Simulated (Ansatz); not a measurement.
**FGeH3: molecular dynamics**

Purpose: to follow the molecule's vibrations and see whether its bonds hold. The start is relaxed first. Runs: 250 steps of 0.5 fs under a Langevin thermostat at 500 K; 40 steps of 3 fs under a Langevin thermostat at 1000 K. SMILES of the start: [F][GeH3].

All numbers below are computed with Ansatz 0.2.0 (RKS PBE0-D4/def2-SVP).

## (1) The structure to begin with

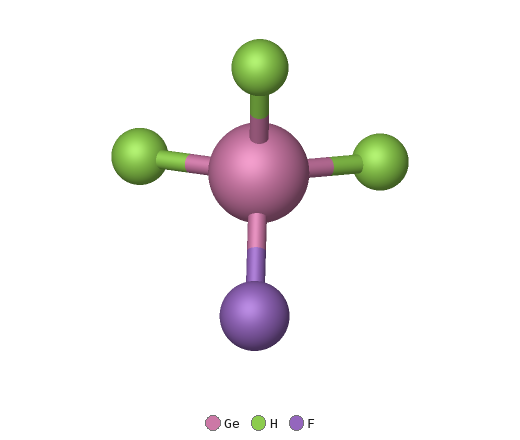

The starting structure, seen from a free direction (germanium pink, hydrogen green, fluorine purple).

As a file:

```xyz
5

Ge    0.0000    0.0000    0.0000
H     0.0000    0.0000    1.5500
F     1.5842    0.0000   -0.5594
H    -0.7300    1.2648   -0.5162
H    -0.7300   -1.2648   -0.5162
```

## (2) Preparing the start

Contents of input.yaml:

```yaml
crystal:
  periodic: [false, false, false]
  atoms:
    - { symbol: Ge, position_ang: [0.0, 0.0, 0.0] }
    - { symbol: H, position_ang: [0.0, 0.0, 1.55] }
    - { symbol: F, position_ang: [1.5842, 0.0, -0.5594] }
    - { symbol: H, position_ang: [-0.73, 1.2648, -0.5162] }
    - { symbol: H, position_ang: [-0.73, -1.2648, -0.5162] }
basis:
  gaussian: { orbitals: def2-SVP }
hamiltonian:
  xc: pbe0
  dispersion: d4
relax:
  f_tol: 0.02
  max_steps: 40
```

Run with:

```sh
ansatz run input.yaml --threads 1 --pin off --max-ram 2048MiB --backend cpu --events-out ev --progress --plain --runs-dir out
```

Log, cut to the lines that bear on the results:

```text
Warning: RAYON_NUM_THREADS=1 ignored (pool sized by the plan → 1); use --threads N
[...]
Functional definition: PBE0
[...]
648 factors; integrals over basis functions are off by at most 3.8e-4 eV
[...]
mean field -59265.30060632 eV, -2177.9596258187 hartree, gradient 6.0e-5 eV, S^2 0.000000; 0 other end points of the search recorded, 0 dependent functions left out
[...]
reference -59265.30062756 eV, -2177.9596265993 hartree; 22, 22 occupied and 39, 39 virtual orbitals, 648 factors
relax step   1: F+E_penalty+E_count = -59265.34095366 eV  Δ(F+E_penalty+E_count) = +0.000e0 eV  max|allowed force component| = 2.536e0 eV/Å  Δτ_max = 0.0000 Å  (22 SCF iters, accepted)
[...]
relax step   3: F+E_penalty+E_count = -59265.42511956 eV  Δ(F+E_penalty+E_count) = -1.698e-2 eV  max|allowed force component| = 2.917e-2 eV/Å  Δτ_max = 0.0267 Å  (27 SCF iters, accepted)
[...]
relax step   4: F+E_penalty+E_count = -59265.42538711 eV  Δ(F+E_penalty+E_count) = -2.676e-4 eV  max|allowed force component| = 5.738e-3 eV/Å  Δτ_max = 0.0050 Å  (18 SCF iters, accepted)
648 factors; integrals over basis functions are off by at most 3.6e-4 eV
mean field -59265.38526860 eV, -2177.9627371003 hartree, gradient 8.3e-5 eV, S^2 0.000000; 1 other end points of the search recorded, 0 dependent functions left out
[...]
reference -59265.38528950 eV, -2177.9627378682 hartree; 22, 22 occupied and 39, 39 virtual orbitals, 648 factors
Total energy: -59265.42540801 eV, -2177.9642121962 hartree
Atom 0 at    -0.055779     0.000000     0.020126 Å, force     0.005738    -0.000000    -0.001892 eV/Å
Atom 1 at     0.020801     0.000000     1.553819 Å, force    -0.001959    -0.000000    -0.000197 eV/Å
Atom 2 at     1.588494    -0.000000    -0.560909 Å, force    -0.000600    -0.000000     0.000206 eV/Å
Atom 3 at    -0.714658     1.274419    -0.527418 Å, force    -0.001590    -0.000660     0.000941 eV/Å
Atom 4 at    -0.714658    -1.274419    -0.527418 Å, force    -0.001590     0.000660     0.000941 eV/Å
Dipole moment:    -0.414419    -0.000000     0.146440 e Å
```

Run time: 7.4 s. Hardware: 1 thread of Arm Neoverse V1, shared host; peak memory 0.11 GiB.

Relaxation path:

| step | energy from step 1 (eV) | largest force component (eV/Å) |
| --- | --- | --- |
| 1 | 0.0000 | 2.5355 |
| 2 | -0.0672 | 1.0210 |
| 3 | -0.0842 | 0.0292 |
| 4 | -0.0844 | 0.0057 |

Step 1 is the start.

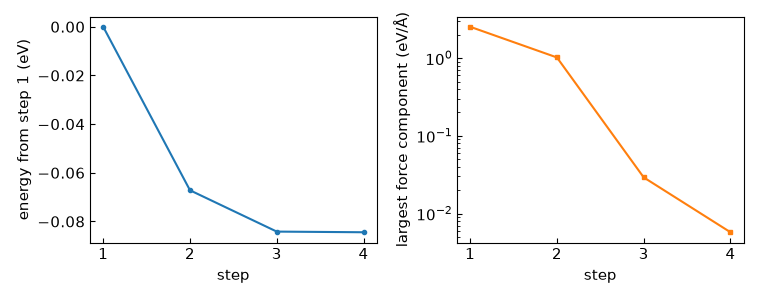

Energy and largest force along the relaxation.

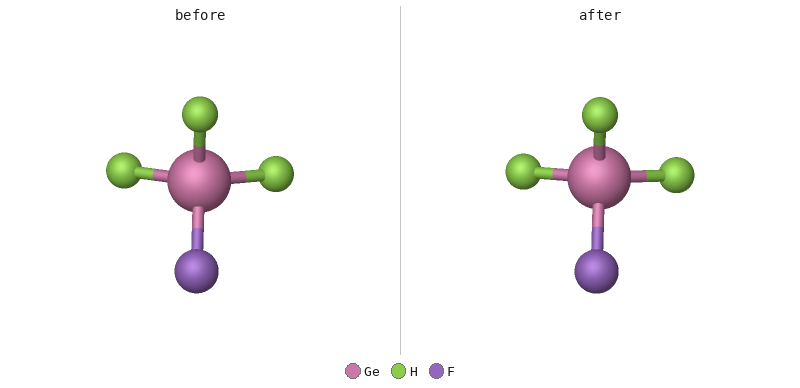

Before and after, at one scale.

After: Bond lengths: Ge1–H2 1.536 Å, Ge1–F3 1.744 Å, Ge1–H4 1.536 Å, Ge1–H5 1.536 Å. Angles: H2–Ge1–F3 106.6°, H2–Ge1–H4 112.2°, H2–Ge1–H5 112.2°, F3–Ge1–H4 106.6°, F3–Ge1–H5 106.6°, H4–Ge1–H5 112.2°.

## (3) Run 1

250 steps of 0.5 fs under a Langevin thermostat at 500 K, from the relaxed start.

Contents of input.yaml:

```yaml
crystal:
  periodic: [false, false, false]
  atoms:
    - { symbol: Ge, position_ang: [-0.055779, 0.0, 0.020126] }
    - { symbol: H, position_ang: [0.020801, 0.0, 1.553819] }
    - { symbol: F, position_ang: [1.588494, 0.0, -0.560909] }
    - { symbol: H, position_ang: [-0.714658, 1.274419, -0.527418] }
    - { symbol: H, position_ang: [-0.714658, -1.274419, -0.527418] }
basis:
  gaussian: { orbitals: def2-SVP }
hamiltonian:
  xc: pbe0
  dispersion: d4
md:
  timestep: 0.5
  n_steps: 250
  ensemble: nvt_langevin
  temperature: 500.0
  initial_velocities: maxwell_boltzmann
  seed: 973620
  friction: 0.01
```

Run with:

```sh
ansatz run input.yaml --threads 1 --pin off --max-ram 2048MiB --backend cpu --events-out ev --progress --plain --runs-dir out
```

Log, cut to the lines that bear on the results:

```text
Warning: RAYON_NUM_THREADS=1 ignored (pool sized by the plan → 1); use --threads N
[...]
Functional definition: PBE0
[...]
648 factors; integrals over basis functions are off by at most 3.6e-4 eV
[...]
mean field -59265.38526857 eV, -2177.9627370991 hartree, gradient 6.7e-5 eV, S^2 0.000000; 0 other end points of the search recorded, 0 dependent functions left out
[...]
reference -59265.38528947 eV, -2177.9627378670 hartree; 22, 22 occupied and 39, 39 virtual orbitals, 648 factors
md step     0: t =     0.00 fs  T =   400.0 K  F+E_penalty+E_count = -59265.42538708 eV  E_kin = 0.258520 eV  (23 SCF iters)
[...]
md step    32: t =    16.00 fs  T =   259.3 K  F+E_penalty+E_count = -59265.30938481 eV  E_kin = 0.167569 eV  (28 SCF iters)
[...]
md step    64: t =    32.00 fs  T =   433.0 K  F+E_penalty+E_count = -59265.37959899 eV  E_kin = 0.279861 eV  (27 SCF iters)
[...]
md step    96: t =    48.00 fs  T =   498.1 K  F+E_penalty+E_count = -59265.32633993 eV  E_kin = 0.321922 eV  (28 SCF iters)
[...]
md step   128: t =    64.00 fs  T =   493.3 K  F+E_penalty+E_count = -59265.22863672 eV  E_kin = 0.318852 eV  (22 SCF iters, 3 dispersion substeps)
md step   129: t =    64.50 fs  T =   488.8 K  F+E_penalty+E_count = -59265.22424075 eV  E_kin = 0.315918 eV  (22 SCF iters)
```

## (4) The log goes on: dynamics from the start

Output, continued, cut to the lines that bear on the results:

```text
md step   130: t =    65.00 fs  T =   450.8 K  F+E_penalty+E_count = -59265.22533514 eV  E_kin = 0.291341 eV  (22 SCF iters)
[...]
md step   160: t =    80.00 fs  T =   433.6 K  F+E_penalty+E_count = -59265.21045601 eV  E_kin = 0.280243 eV  (27 SCF iters, 3 dispersion substeps)
[...]
md step   190: t =    95.00 fs  T =   361.5 K  F+E_penalty+E_count = -59265.20064380 eV  E_kin = 0.233647 eV  (28 SCF iters, 3 dispersion substeps)
[...]
md step   220: t =   110.00 fs  T =   496.4 K  F+E_penalty+E_count = -59265.22914859 eV  E_kin = 0.320844 eV  (28 SCF iters, 3 dispersion substeps)
[...]
md step   249: t =   124.50 fs  T =   486.2 K  F+E_penalty+E_count = -59265.06402078 eV  E_kin = 0.314262 eV  (27 SCF iters, 3 dispersion substeps)
[...]
md step   250: t =   125.00 fs  T =   481.9 K  F+E_penalty+E_count = -59265.05099439 eV  E_kin = 0.311434 eV  (23 SCF iters, 3 dispersion substeps)
Total energy: -59265.05101595 eV, -2177.9504535417 hartree
Atom 0 at    -0.061765    -0.147090     0.191596 Å, force    -2.866930    -1.524673     2.763743 eV/Å
Atom 1 at    -1.246403     0.941642     0.460218 Å, force     1.014804    -0.672913    -0.838835 eV/Å
Atom 2 at     1.300667     0.330070    -0.641040 Å, force     1.842788     1.124988    -1.343799 eV/Å
Atom 3 at    -0.480879    -1.539590    -0.467016 Å, force     0.005544     0.962090     0.194418 eV/Å
Atom 4 at     0.378098    -0.456687     1.693828 Å, force     0.003793     0.110507    -0.775527 eV/Å
Dipole moment:    -0.289167    -0.047573     0.086135 e Å
```

Run time: 6.2 min. Hardware: 1 thread of Arm Neoverse V1, shared host; peak memory 0.11 GiB.

## (5) What the atoms did

The trajectory, every 10 steps (energies from step 0):

| time (fs) | T (K) | potential energy change (meV/atom) |
| --- | --- | --- |
| 0.0 | 400 | 0.0 |
| 5.0 | 229 | 31.3 |
| 10.0 | 280 | 27.8 |
| 15.0 | 235 | 28.0 |
| 20.0 | 240 | 20.7 |
| 25.0 | 345 | 12.3 |
| 30.0 | 385 | 11.3 |
| 35.0 | 387 | 16.0 |
| 40.0 | 345 | 20.7 |
| 45.0 | 384 | 17.2 |
| 50.0 | 480 | 18.7 |
| 55.0 | 560 | 10.1 |
| 60.0 | 472 | 25.0 |
| 65.0 | 451 | 40.0 |
| 70.0 | 523 | 24.5 |
| 75.0 | 640 | 12.3 |
| 80.0 | 434 | 43.0 |
| 85.0 | 497 | 35.7 |
| 90.0 | 577 | 27.4 |
| 95.0 | 362 | 44.9 |
| 100.0 | 402 | 48.7 |
| 105.0 | 413 | 54.4 |
| 110.0 | 496 | 39.2 |
| 115.0 | 683 | 35.6 |
| 120.0 | 442 | 65.6 |
| 125.0 | 482 | 74.9 |

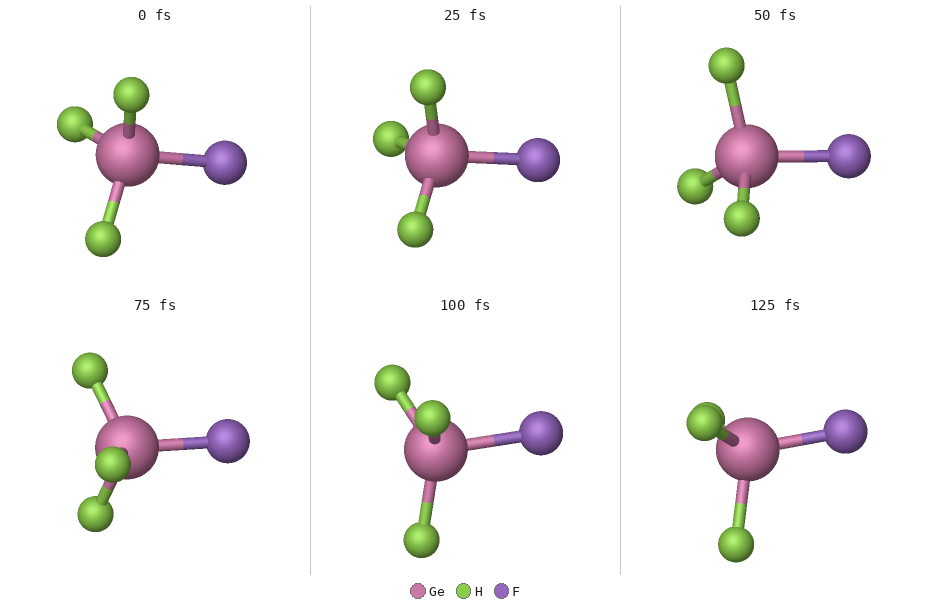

The system at six times, viewed from a chosen angle. Sticks join atoms within a bonding distance in each frame.

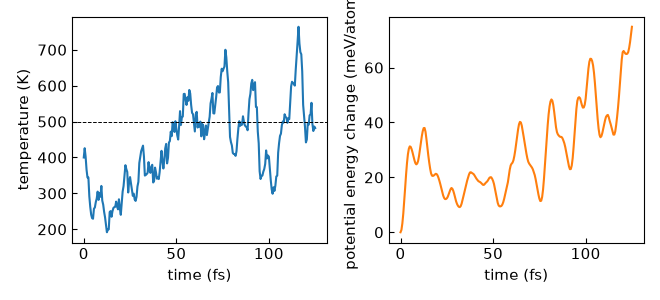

Time series of the run, each on its own scale. The dashed line is the set temperature.

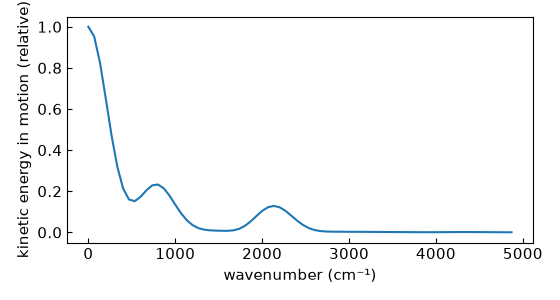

Power spectrum of the mass-weighted velocities; a run of 125 fs resolves no finer than about 530 cm⁻¹.

## (6) Frames from the trajectory

Positions (Å) and forces (eV/Å):

```xyz
5
time_fs=15.5 T=250 dE=0.1273
Ge   -0.071   -0.014    0.044    2.174   -0.463    0.378
H     0.028    0.040    1.616   -0.074    0.108   -0.680
F     1.639    0.079   -0.568   -1.603    0.222    0.580
H    -0.902    1.083   -0.569   -0.158    0.434   -0.198
H    -0.445   -1.403   -0.429   -0.338   -0.302   -0.080
5
time_fs=31.0 T=417 dE=0.0484
Ge   -0.052   -0.053    0.067   -0.925    0.857    0.801
H    -0.063    0.380    1.586    0.126   -0.353   -0.605
F     1.545    0.139   -0.536    0.717   -0.059   -0.188
H    -0.916    0.956   -0.716    0.029   -0.064   -0.027
H    -0.527   -1.470   -0.190    0.054   -0.380    0.019
5
time_fs=47.0 T=472 dE=0.0934
Ge   -0.068   -0.093    0.098   -0.451    1.004    1.129
H    -0.010    0.660    1.528   -0.195   -0.442   -1.063
F     1.523    0.163   -0.542    0.253   -0.238   -0.194
H    -1.042    0.549   -0.937    0.222   -0.164    0.324
H    -0.379   -1.569    0.362    0.172   -0.159   -0.196
5
time_fs=62.5 T=486 dE=0.1622
Ge   -0.089   -0.107    0.116    0.087    0.448   -0.450
H    -0.484    1.080    1.119    0.528   -0.912   -0.363
F     1.519    0.165   -0.576   -0.684    0.243    0.274
H    -1.144    0.020   -1.044    0.440   -0.191    0.303
H     0.120   -1.570    0.595   -0.371    0.412    0.236
5
time_fs=78.0 T=610 dE=0.1220
Ge   -0.083   -0.108    0.145   -1.180   -0.405    1.336
H    -0.568    1.180    0.969    0.278   -0.664   -0.838
F     1.432    0.203   -0.596    0.711    0.252   -0.252
H    -0.991   -0.665   -0.992    0.099    0.397    0.267
H     0.099   -1.244    1.233    0.092    0.421   -0.513
5
time_fs=94.0 T=472 dE=0.1794
Ge   -0.078   -0.127    0.195   -0.076    1.799   -0.700
H    -0.676    1.374    0.438    0.329   -1.307    0.007
F     1.427    0.265   -0.656   -0.465   -0.422    0.464
H    -0.957   -0.823   -0.911    0.346   -0.035    0.703
H     0.269   -0.826    1.540   -0.135   -0.034   -0.474
5
time_fs=109.5 T=511 dE=0.1883
Ge   -0.076   -0.131    0.213    0.025    0.021   -0.932
H    -0.906    1.240    0.195    0.535   -0.919    0.367
F     1.408    0.311   -0.680   -0.952   -0.429    0.481
H    -0.917   -1.250   -0.590    0.681    0.787    0.397
H     0.442   -0.804    1.533   -0.289    0.541   -0.313
5
time_fs=125.0 T=482 dE=0.3744
Ge   -0.062   -0.147    0.192   -2.867   -1.525    2.764
H    -1.246    0.942    0.460    1.015   -0.673   -0.839
F     1.301    0.330   -0.641    1.843    1.125   -1.344
H    -0.481   -1.540   -0.467    0.005    0.962    0.194
H     0.378   -0.457    1.694    0.004    0.111   -0.775
```

Reading of run 1. Against a set 500 K the second half averages 506 K with a spread of 99 K. No bond forms or breaks.

## (7) Run 2

40 steps of 3 fs under a Langevin thermostat at 1000 K, starting from the last frame of an earlier run, with new velocities.

Contents of input.yaml:

```yaml
crystal:
  periodic: [false, false, false]
  atoms:
    - { symbol: Ge, position_ang: [-0.061765, -0.14709, 0.191596] }
    - { symbol: H, position_ang: [-1.246403, 0.941642, 0.460218] }
    - { symbol: F, position_ang: [1.300667, 0.33007, -0.64104] }
    - { symbol: H, position_ang: [-0.480879, -1.53959, -0.467016] }
    - { symbol: H, position_ang: [0.378098, -0.456687, 1.693828] }
basis:
  gaussian: { orbitals: def2-SVP }
hamiltonian:
  xc: pbe0
  dispersion: d4
md:
  timestep: 3.0
  n_steps: 40
  ensemble: nvt_langevin
  temperature: 1000.0
  initial_velocities: maxwell_boltzmann
  seed: 497599
  friction: 0.001
```

Run with:

```sh
ansatz run input.yaml --threads 1 --pin off --max-ram 2048MiB --backend cpu --events-out ev --progress --plain --runs-dir out
```

Log, cut to the lines that bear on the results:

```text
Warning: RAYON_NUM_THREADS=1 ignored (pool sized by the plan → 1); use --threads N
[...]
Functional definition: PBE0
[...]
648 factors; integrals over basis functions are off by at most 2.3e-4 eV
[...]
mean field -59265.01038957 eV, -2177.9489605498 hartree, gradient 1.8e-5 eV, S^2 0.000000; 0 other end points of the search recorded, 0 dependent functions left out
[...]
reference -59265.01041122 eV, -2177.9489613453 hartree; 22, 22 occupied and 39, 39 virtual orbitals, 648 factors
md step     0: t =     0.00 fs  T =   800.0 K  F+E_penalty+E_count = -59265.05099668 eV  E_kin = 0.517040 eV  (21 SCF iters)
[...]
md step    10: t =    30.00 fs  T =   743.6 K  F+E_penalty+E_count = -59265.22177101 eV  E_kin = 0.480588 eV  (26 SCF iters, 7 dispersion substeps)
[...]
md step    20: t =    60.00 fs  T =   561.6 K  F+E_penalty+E_count = -59265.17688933 eV  E_kin = 0.362953 eV  (26 SCF iters, 7 dispersion substeps)
[...]
md step    30: t =    90.00 fs  T =   588.4 K  F+E_penalty+E_count = -59265.20206860 eV  E_kin = 0.380304 eV  (26 SCF iters, 7 dispersion substeps)
[...]
md step    39: t =   117.00 fs  T =   458.1 K  F+E_penalty+E_count = -59265.24484933 eV  E_kin = 0.296058 eV  (27 SCF iters, 7 dispersion substeps)
[...]
md step    40: t =   120.00 fs  T =   396.1 K  F+E_penalty+E_count = -59265.12530331 eV  E_kin = 0.256032 eV  (23 SCF iters, 7 dispersion substeps)
Total energy: -59265.12532433 eV, -2177.9531843242 hartree
Atom 0 at    -0.140331    -0.075731     0.100113 Å, force     1.338889     1.966912     1.427999 eV/Å
Atom 1 at    -0.426458     0.221135    -1.274069 Å, force    -0.306267    -0.024693    -2.302910 eV/Å
Atom 2 at     1.602553     0.351286     0.266460 Å, force    -1.390279    -0.444304     0.106882 eV/Å
Atom 3 at    -0.367001    -1.447417     0.577685 Å, force    -0.046431    -1.114762     0.421174 eV/Å
Atom 4 at    -1.017679     1.019182     0.788089 Å, force     0.404088    -0.383154     0.346855 eV/Å
Dipole moment:    -0.452093    -0.198246    -0.033889 e Å
```

Wall time 61 s (1 thread of Arm Neoverse V1, shared host); peak memory 0.11 GiB.

## (8) Frames and traces

One step in 3; energies are changes from step 0:

| time (fs) | T (K) | potential energy change (meV/atom) |
| --- | --- | --- |
| 0.0 | 800 | 0.0 |
| 9.0 | 795 | -16.8 |
| 18.0 | 607 | -0.8 |
| 27.0 | 459 | 15.3 |
| 36.0 | 721 | -44.4 |
| 45.0 | 662 | -32.6 |
| 54.0 | 426 | 8.3 |
| 63.0 | 508 | -9.8 |
| 72.0 | 568 | -21.4 |
| 81.0 | 518 | -24.0 |
| 90.0 | 588 | -30.2 |
| 99.0 | 396 | -3.9 |
| 108.0 | 535 | -36.8 |
| 117.0 | 458 | -38.8 |
| 120.0 | 396 | -14.9 |

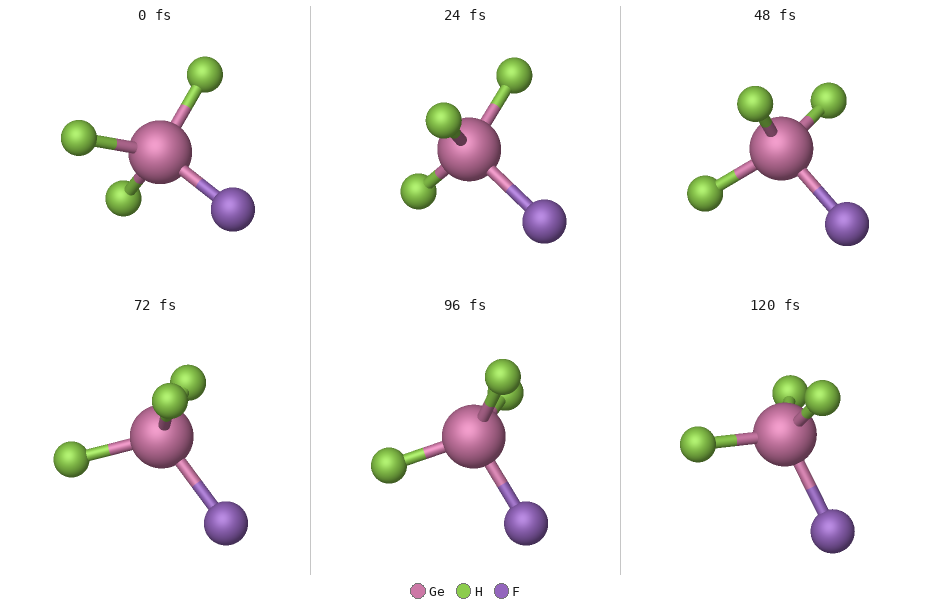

Six frames of the run, seen from a chosen angle. Sticks join atoms within a bonding distance in each frame.

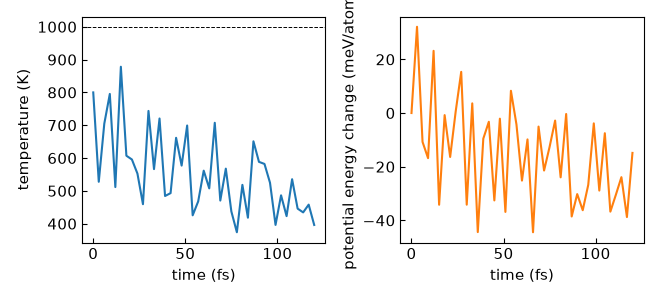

Traces against time; each panel has its own scale. The dashed line is the set temperature.

## (9) Snapshots as a file

Positions (Å) and forces (eV/Å):

```xyz
5
time_fs=15.0 T=878 dE=-0.1709
Ge   -0.098   -0.161    0.190    0.189    1.152   -0.350
H    -1.208    0.980   -0.179    0.950   -0.904    0.397
F     1.436    0.370   -0.566   -1.075   -0.503    0.179
H    -0.608   -1.519   -0.435    0.470    0.504    0.374
H     0.368   -0.131    1.698   -0.534   -0.249   -0.600
5
time_fs=30.0 T=744 dE=-0.1708
Ge   -0.120   -0.152    0.180    0.839   -0.310   -0.318
H    -0.992    0.827   -0.638   -0.203   -0.139    0.460
F     1.472    0.357   -0.478   -0.923   -0.477    0.885
H    -0.316   -1.646   -0.262    0.067    0.508    0.041
H    -0.211   -0.183    1.783    0.220    0.418   -1.067
5
time_fs=45.0 T=662 dE=-0.1628
Ge   -0.123   -0.136    0.149   -1.299   -0.773    1.821
H    -1.231    0.649   -0.523   -0.076    0.151   -0.675
F     1.448    0.300   -0.316    1.312    0.813   -0.479
H    -0.061   -1.664   -0.151   -0.367    0.358    0.204
H    -0.360    0.300    1.684    0.431   -0.550   -0.871
5
time_fs=60.0 T=562 dE=-0.1259
Ge   -0.149   -0.132    0.138    1.759   -0.352    1.922
H    -1.069    0.356   -0.909   -0.642    0.877   -0.656
F     1.533    0.304   -0.179   -0.518   -0.169   -0.476
H    -0.265   -1.660    0.065    0.114   -0.146    0.115
H    -0.109    0.383    1.645   -0.713   -0.210   -0.905
5
time_fs=75.0 T=438 dE=-0.0631
Ge   -0.152   -0.123    0.134    1.299    0.402    1.797
H    -0.677    0.601   -0.997   -0.975    0.600   -1.718
F     1.585    0.304   -0.095   -1.269   -0.477    0.668
H    -0.292   -1.629    0.260    0.126   -0.274   -0.234
H    -0.873    0.503    1.420    0.820   -0.251   -0.513
5
time_fs=90.0 T=588 dE=-0.1511
Ge   -0.132   -0.092    0.122   -0.917   -0.053    1.269
H    -0.700    0.281   -1.161   -0.744    0.710   -1.600
F     1.525    0.281    0.048    1.420    0.585    0.138
H    -0.116   -1.595    0.114   -0.219   -0.669    0.524
H    -0.838    0.729    1.270    0.460   -0.573   -0.332
5
time_fs=105.0 T=423 dE=-0.0376
Ge   -0.137   -0.077    0.097    1.177    0.234    3.786
H    -0.716    0.108   -1.185   -0.878    0.626   -2.300
F     1.563    0.313    0.201    0.142   -0.039   -0.621
H    -0.231   -1.497    0.578   -0.059   -0.790   -0.072
H    -0.575    0.753    1.359   -0.381   -0.031   -0.794
5
time_fs=120.0 T=396 dE=-0.0743
Ge   -0.140   -0.076    0.100    1.339    1.967    1.428
H    -0.426    0.221   -1.274   -0.306   -0.025   -2.303
F     1.603    0.351    0.267   -1.390   -0.444    0.107
H    -0.367   -1.447    0.578   -0.046   -1.115    0.421
H    -1.018    1.019    0.788    0.404   -0.383    0.347
```

Reading of run 2. Against a set 1000 K the second half averages 499 K with a spread of 86 K. In 120 fs the run doesn't reach equilibrium. A step of 3 fs is long for atoms as light as 1 u, and this run prints no conserved energy by which to check it. The bonds all hold.

## (10) Outcome

| quantity | value |
| --- | --- |
| relaxation of the start | 3 moves, 0.084 eV lower |
| run 1: length | 250 steps of 0.5 fs |
| run 1: temperature, first and last step | 400 and 482 K |
| run 1: temperature, second half | mean 506 K, from 299 to 764 K |
| run 1: potential energy, second half | +40 meV/atom from this run's first step |
| run 1: bonds formed or broken | 0 |
| run 2: length | 40 steps of 3 fs |
| run 2: temperature, first and last step | 800 and 396 K |
| run 2: temperature, second half | mean 499 K, from 374 to 707 K |
| run 2: potential energy, second half | -22 meV/atom from this run's first step |
| run 2: bonds formed or broken | 0 |

**Reading.** Mean temperatures of the second halves: 506 K, 499 K. No bond formed or broke in any run. Averages from a run of 120 fs with 5 atoms are rough. The nuclei move classically, without zero-point motion, which matters most for hydrogen.
